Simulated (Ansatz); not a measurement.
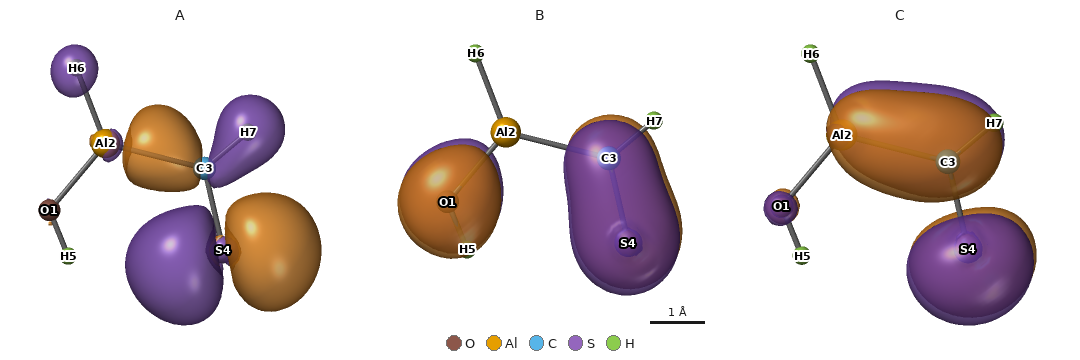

*CH3AlOS. Three frontier orbitals at ±0.1 Å⁻³ᐟ² (orange and purple are the two phases), in no order.*

Geometry: PBE0-D4/def2-TZVP.

All numbers below come from RKS PBE0-D4/def2-TZVPP (Ansatz 0.2.0).

```xyz
7

O    -1.7515    0.5436    0.2671
Al   -0.0851    0.8129    0.3449
C     1.0566   -0.6616   -0.3059
S     0.3033   -1.9867   -0.8539
H    -2.0574   -0.2960   -0.0829
H     0.4445    2.1825    0.9145
H     2.1507   -0.6627   -0.3293
```

Question: Order the three orbitals by energy and name them.

Answer: B is the HOMO−1 (−9.11 eV). By Hirshfeld shares it lies mainly on O1 (about 40 %), S4 (about 30 %) and C3 (about 15 %); it changes sign across the molecular plane (π type); π-bonding across C3–S4; π-antibonding (a node) across Al2–C3. A is the HOMO (−6.43 eV). It lies mainly on S4 (about 70 %), C3 (about 15 %) and Al2 (about 5 %); it is symmetric in the molecular plane (an in-plane orbital: σ, lone-pair or in-plane π type); largely a lone pair of S4. C is the LUMO (−3.09 eV). Its weight (Hirshfeld) is mainly on S4 (about 45 %), C3 (about 35 %) and Al2 (about 20 %); it changes sign across the molecular plane (π type); π-bonding across Al2–C3; π-antibonding (a node) across C3–S4.

Question: What is the HOMO–LUMO gap?

Answer: 3.34 eV between the orbital energies.
